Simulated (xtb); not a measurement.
**C2H6GaO2 (charge −1): geometry relaxation (part 1 of 3)**

System: C2H6GaO2, charge −1.
Method: GFN2-xTB (xtb 6.7.1).

The geometry comes from this level: GFN2-xTB.

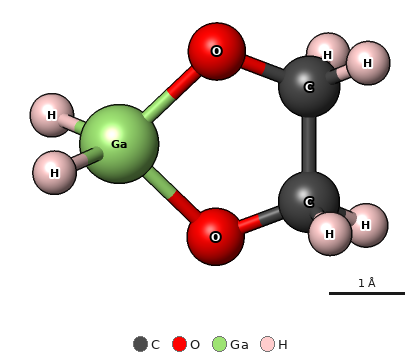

*The structure as given in the input (ball-and-stick view, seen on its broad side). Sticks mark near contacts.*

Input file (start.xyz):
```
11

C     -0.206690     1.077380     0.430710
C     -0.269620    -0.313790     1.103440
O      0.402190    -1.264540     0.345210
Ga     0.442730    -0.709560    -1.423750
O     -0.212310     0.961790    -0.954190
H     -1.070020     1.684790     0.758920
H      0.708240     1.590310     0.771150
H     -1.328660    -0.595870     1.226120
H      0.177770    -0.255430     2.112980
H      1.900550    -0.725330    -1.986510
H     -0.544170    -1.449740    -2.384080
```

File input.inp:
```
$chrg -1
$spin 0
$end
```

Machine: 1 thread of Intel Xeon (Granite Rapids), 96 GiB of memory available, shared host.

Run as:
```bash
xtb --gfn 2 --ohess vtight -I input.inp -- start.xyz | tee start.out
```

What the program printed:
```
* xtb version 6.7.1
   ID    Z sym.   atoms
    1    6 C      1, 2
    2    8 O      3, 5
    3   31 Ga     4
    4    1 H      6-11

           -------------------------------------------------
          |                Calculation Setup                |
           -------------------------------------------------

          program call               : xtb --gfn 2 --ohess vtight -I input.inp -- start.xyz
          coordinate file            : start.xyz
          omp threads                :                     1

           -------------------------------------------------
          |                 G F N 2 - x T B                 |
           -------------------------------------------------

      * Hamiltonian:
        H0-scaling (s, p, d)           1.850000    2.230000    2.230000
        zeta-weighting                 0.500000
      * Dispersion:
        s8                             2.700000
        a1                             0.520000
        a2                             5.000000
        s9                             5.000000
      * Repulsion:
        kExp                           1.500000    1.000000
        rExp                           1.000000
      * Coulomb:
        alpha                          2.000000
        third order                    shell-resolved
        anisotropic                    true
        a3                             3.000000
        a5                             4.000000
        cn-shift                       1.200000
        cn-exp                         4.000000
        max-rad                        5.000000

          ...................................................
          :                      SETUP                      :
          :.................................................:
          :  # basis functions                  32          :
          :  # atomic orbitals                  31          :
          :  # shells                           17          :
          :  # electrons                        30          :
          :  max. iterations                   250          :
          :  Hamiltonian                  GFN2-xTB          :
          :  restarted?                      false          :
          :  GBSA solvation                  false          :
          :  PC potential                    false          :
          :  electronic temp.          300.0000000     K    :
          :  accuracy                    1.0000000          :
          :  -> integral cutoff          0.2500000E+02      :
          :  -> integral neglect         0.1000000E-07      :
          :  -> SCF convergence          0.1000000E-05 Eh   :
          :  -> wf. convergence          0.1000000E-03 e    :
          :  Broyden damping             0.4000000          :
          :  net charge                         -1          :
          :  unpaired electrons                  0          :
          ...................................................

 iter      E             dE          RMSdq      gap      omega  full diag
   1    -16.9249100 -0.169249E+02  0.726E+00    7.13       0.0  T
   2    -17.0578586 -0.132949E+00  0.573E+00    7.85       1.0  T
   3    -17.0616583 -0.379972E-02  0.332E+00    7.98       1.0  T
   4    -17.0621244 -0.466120E-03  0.679E-01    8.21       1.0  T
   5    -17.0621994 -0.749852E-04  0.276E-01    8.20       1.0  T
   6    -17.0622141 -0.147021E-04  0.466E-02    8.16       1.0  T
   7    -17.0622295 -0.154203E-04  0.252E-02    8.17       1.2  T
   8    -17.0622304 -0.868795E-06  0.111E-02    8.17       2.7  T
   9    -17.0622311 -0.713551E-06  0.279E-03    8.17      10.8  T
  10    -17.0622311 -0.119685E-07  0.180E-04    8.17     167.2  T
  11    -17.0622311 -0.438369E-10  0.761E-05    8.17     396.2  T

   *** convergence criteria satisfied after 11 iterations ***

         #    Occupation            Energy/Eh            Energy/eV
      -------------------------------------------------------------
         1        2.0000           -0.4996652             -13.5966
       ...           ...                  ...                  ...
         9        2.0000           -0.3289841              -8.9521
        10        2.0000           -0.3102216              -8.4416
        11        2.0000           -0.2560652              -6.9679
        12        2.0000           -0.2458200              -6.6891
        13        2.0000           -0.2295932              -6.2476
        14        2.0000           -0.2249975              -6.1225
        15        2.0000           -0.2227529              -6.0614 (HOMO)
        16                          0.0775090               2.1091 (LUMO)
        17                          0.0876755               2.3858
        18                          0.1244457               3.3863
        19                          0.1816603               4.9432
        20                          0.2134339               5.8078
       ...                                ...                  ...
        31                          1.4262176              38.8094
      -------------------------------------------------------------
                  HL-Gap            0.3002618 Eh            8.1705 eV
             Fermi-level           -0.0726219 Eh           -1.9761 eV

 SCC (total)                   0 d,  0 h,  0 min,  0.004 sec
 SCC setup                      ...        0 min,  0.000 sec (  1.390%)
 Dispersion                     ...        0 min,  0.000 sec (  0.840%)
 classical contributions        ...        0 min,  0.000 sec (  0.297%)
 integral evaluation            ...        0 min,  0.001 sec ( 16.021%)
 iterations                     ...        0 min,  0.002 sec ( 47.314%)
 molecular gradient             ...        0 min,  0.001 sec ( 32.150%)
 printout                       ...        0 min,  0.000 sec (  1.858%)

         :::::::::::::::::::::::::::::::::::::::::::::::::::::
         ::                     SUMMARY                     ::
         :::::::::::::::::::::::::::::::::::::::::::::::::::::
         :: total energy             -16.961219806067 Eh    ::
         :: gradient norm              0.000488280833 Eh/a0 ::
         :: HOMO-LUMO gap              8.170540452146 eV    ::
         ::.................................................::
         :: SCC energy               -17.062226189282 Eh    ::
         :: -> isotropic ES            0.170657741378 Eh    ::
         :: -> anisotropic ES          0.000722881213 Eh    ::
         :: -> anisotropic XC         -0.000461278606 Eh    ::
         :: -> dispersion             -0.007490949577 Eh    ::
         :: repulsion energy           0.101006383216 Eh    ::
         :: add. restraining           0.000000000000 Eh    ::
         :: total charge              -1.000000000000 e     ::
         :::::::::::::::::::::::::::::::::::::::::::::::::::::

      -----------------------------------------------------------
     |                   =====================                   |
     |                        A N C O P T                        |
     |                   =====================                   |
     |               Approximate Normal Coordinate               |
     |                Rational Function Optimizer                |
      -----------------------------------------------------------
      -----------------------------------------------------------
     |                   =====================                   |
     |                        A N C O P T                        |
     |                   =====================                   |
     |               Approximate Normal Coordinate               |
     |                Rational Function Optimizer                |
      -----------------------------------------------------------

          ...................................................
          :                      SETUP                      :
          :.................................................:
          :   optimization level         verytight          :
          :   max. optcycles                   220          :
          :   ANC micro-cycles                  20          :
          :   degrees of freedom                27          :
          :.................................................:
          :   RF solver                   davidson          :
          :   write xtbopt.log                true          :
          :   linear?                        false          :
          :   energy convergence         0.1000000E-06 Eh   :
          :   grad. convergence          0.2000000E-03 Eh/α :
          :   maxmium RF displ.          1.0000000          :
          :   Hlow (freq-cutoff)         0.1000000E-01      :
          :   Hmax (freq-cutoff)         5.0000000          :
          :   S6 in model hess.         20.0000000          :
          ...................................................

generating ANC from exact Hessian ...
Using Lindh-Hessian (1995)
 Shifting diagonal of input Hessian by    4.9509571005252389E-003
 Lowest  eigenvalues of input Hessian
    0.000000    0.000000    0.000000    0.000000    0.000000    0.000000
    0.010000    0.011874    0.015719    0.018877    0.029250    0.030487
    0.042739    0.055602    0.076972    0.080111    0.081280    0.139487
 Highest eigenvalues
    0.764881    1.033303    1.108333    1.144057    1.446364    1.471938

........................................................................
.............................. CYCLE    1 ..............................
........................................................................

 iter      E             dE          RMSdq      gap      omega  full diag
   1    -17.0622311 -0.170622E+02  0.345E-05    8.17       0.0  T
   2    -17.0622311 -0.618172E-12  0.173E-05    8.17    1741.6  T
   3    -17.0622311 -0.177636E-13  0.893E-06    8.17    3377.6  T
     SCC iter.                  ...        0 min,  0.001 sec
     gradient                   ...        0 min,  0.003 sec
 * total energy  :   -16.9612198 Eh     change       -0.4735767E-11 Eh
   gradient norm :     0.0004884 Eh/α   predicted     0.0000000E+00 (-100.00%)
   displ. norm   :     0.0059193 α      lambda       -0.7398850E-06
   maximum displ.:     0.0050727 α      in ANC's #4, #8, #9, ...

........................................................................
.............................. CYCLE    2 ..............................
........................................................................

 iter      E             dE          RMSdq      gap      omega  full diag
   1    -17.0621809 -0.170622E+02  0.374E-02    8.17       0.0  T
   2    -17.0621809 -0.229703E-07  0.211E-02    8.17       1.4  T
   3    -17.0621809  0.504361E-09  0.314E-03    8.17       9.6  T
   4    -17.0621809 -0.274692E-08  0.810E-04    8.17      37.2  T
   5    -17.0621809  0.218208E-10  0.584E-04    8.17      51.6  T
     SCC iter.                  ...        0 min,  0.001 sec
     gradient                   ...        0 min,  0.001 sec
 * total energy  :   -16.9612201 Eh     change       -0.3247942E-06 Eh
   gradient norm :     0.0001723 Eh/α   predicted    -0.3703854E-06 (  14.04%)
   displ. norm   :     0.0038718 α      lambda       -0.2510137E-06
   maximum displ.:     0.0036182 α      in ANC's #4, #2, #3, ...

........................................................................
.............................. CYCLE    3 ..............................
........................................................................

 iter      E             dE          RMSdq      gap      omega  full diag
   1    -17.0621763 -0.170622E+02  0.211E-02    8.17       0.0  T
   2    -17.0621763 -0.243347E-08  0.134E-02    8.17       2.3  T
   3    -17.0621763  0.220339E-10  0.715E-04    8.17      42.2  T
   4    -17.0621763 -0.433744E-09  0.439E-04    8.17      68.6  T
     SCC iter.                  ...        0 min,  0.001 sec
     gradient                   ...        0 min,  0.001 sec
 * total energy  :   -16.9612203 Eh     change       -0.1784435E-06 Eh
   gradient norm :     0.0001083 Eh/α   predicted    -0.1256309E-06 ( -29.60%)
   displ. norm   :     0.0013253 α      lambda       -0.3720785E-07
   maximum displ.:     0.0007769 α      in ANC's #3, #5, #2, ...

........................................................................
.............................. CYCLE    4 ..............................
........................................................................

 iter      E             dE          RMSdq      gap      omega  full diag
   1    -17.0621892 -0.170622E+02  0.482E-03    8.17       0.0  T
   2    -17.0621892 -0.865285E-09  0.307E-03    8.17       9.8  T
   3    -17.0621892  0.146656E-10  0.308E-04    8.17      98.0  T
   4    -17.0621892 -0.588045E-10  0.741E-05    8.17     407.1  T
     SCC iter.                  ...        0 min,  0.001 sec
     gradient                   ...        0 min,  0.001 sec
 * total energy  :   -16.9612203 Eh     change       -0.3167701E-07 Eh
   gradient norm :     0.0000539 Eh/α   predicted    -0.1929002E-07 ( -39.10%)
   displ. norm   :     0.0011338 α      lambda       -0.1801005E-07
   maximum displ.:     0.0005696 α      in ANC's #2, #3, #5, ...

   *** GEOMETRY OPTIMIZATION CONVERGED AFTER 4 ITERATIONS ***

------------------------------------------------------------------------
 total energy gain   :        -0.0000005 Eh       -0.0003 kcal/mol
 total RMSD          :         0.0012514 a0        0.0007 Å
 total power (kW/mol):        -0.0003511 (step)   -0.0967 (real)
------------------------------------------------------------------------

 ANCopt (total)                0 d,  0 h,  0 min,  0.015 sec
 optimizer setup                ...        0 min,  0.000 sec (  0.325%)
 model hessian                  ...        0 min,  0.001 sec (  3.744%)
 ANC generation                 ...        0 min,  0.000 sec (  0.890%)
 coordinate transformation      ...        0 min,  0.000 sec (  0.161%)
 single point calculation       ...        0 min,  0.013 sec ( 88.698%)
 optimization log               ...        0 min,  0.000 sec (  1.517%)
 hessian update                 ...        0 min,  0.000 sec (  0.090%)
 rational function              ...        0 min,  0.000 sec (  1.545%)

================
 final structure:
================
11
 xtb: 6.7.1
C           -0.20652417245078        1.07742608398041        0.43041917941162
C           -0.26972436350790       -0.31390419349050        1.10332763736639
O            0.40208699520159       -1.26519524069869        0.34533922388087
Ga           0.44227454395253       -0.70897991172956       -1.42400544911397
O           -0.21271557943895        0.96221414765031       -0.95430502667727
H           -1.06966725888667        1.68488524091030        0.75962435662456
H            0.70879865946868        1.58980108319562        0.77098696718290
H           -1.32891584249413       -0.59575446278297        1.22579212785834
H            0.17758818150178       -0.25512484496368        2.11270303131033
H            1.90040944581648       -0.72478966646077       -1.98634344781208
H           -0.54360060916264       -1.45056823561048       -2.38353860003169

 Bond Distances (Angstroems)
 ---------------------------
C1-C2=1.5468         C1-O5=1.3895         C1-H6=1.1056         C1-H7=1.1029         C2-C1=1.5468         C2-O3=1.3895
C2-H8=1.1029         C2-H9=1.1056         O3-C2=1.3895         O3-Ga4=1.8551        Ga4-O3=1.8551        Ga4-O5=1.8554
Ga4-H10=1.5629       Ga4-H11=1.5629       O5-C1=1.3895         O5-Ga4=1.8554        H6-C1=1.1056         H7-C1=1.1029
H8-C2=1.1029         H9-C2=1.1056         H10-Ga4=1.5629       H11-Ga4=1.5629
 C  H  Rav=1.1042 sigma=0.0014  Rmin=1.1029  Rmax=1.1056     4
 C  C  Rav=1.5468 sigma=0.0000  Rmin=1.5468  Rmax=1.5468     1
 O  C  Rav=1.3895 sigma=0.0000  Rmin=1.3895  Rmax=1.3895     2
 Ga H  Rav=1.5629 sigma=0.0000  Rmin=1.5629  Rmax=1.5629     2
 Ga O  Rav=1.8553 sigma=0.0001  Rmin=1.8551  Rmax=1.8554     2

 selected bond angles (degree)
 --------------------
O5-C1-C2=111.02                H6-C1-C2=109.44                H6-C1-O5=109.80                H7-C1-C2=108.51
H7-C1-O5=110.48                H7-C1-H6=107.50                O3-C2-C1=111.02                H8-C2-C1=108.51
H8-C2-O3=110.48                H9-C2-C1=109.44                H9-C2-O3=109.80                H9-C2-H8=107.50
Ga4-O3-C2=108.99               O5-Ga4-O3= 91.20               H10-Ga4-O3=111.12              H10-Ga4-O5=115.44
H11-Ga4-O3=115.44              H11-Ga4-O5=111.11              H11-Ga4-H10=111.27             Ga4-O5-C1=108.99

 selected dihedral angles (degree)
 ---------------------------------
O3-C2-C1-O5= 33.46            O3-C2-C1-H6=154.83            O3-C2-C1-H7=271.85            H8-C2-C1-O5=271.86
H8-C2-C1-H6= 33.23            H8-C2-C1-H7=150.25            H9-C2-C1-O5=154.83            H9-C2-C1-H6=276.19
H9-C2-C1-H7= 33.22            Ga4-O3-C2-C1=335.36           Ga4-O3-C2-H8= 95.79           Ga4-O3-C2-H9=214.20
O5-Ga4-O3-C2=  9.55           H10-Ga4-O3-C2=127.50          H11-Ga4-O3-C2=255.42          Ga4-O5-C1-C2=335.38
Ga4-O5-C1-H6=214.22           Ga4-O5-C1-H7= 95.82           C1-O5-Ga4-O3=  9.53           C1-O5-Ga4-H10=255.38
C1-O5-Ga4-H11=127.48
           -------------------------------------------------
          |                Final Singlepoint                |
           -------------------------------------------------
```
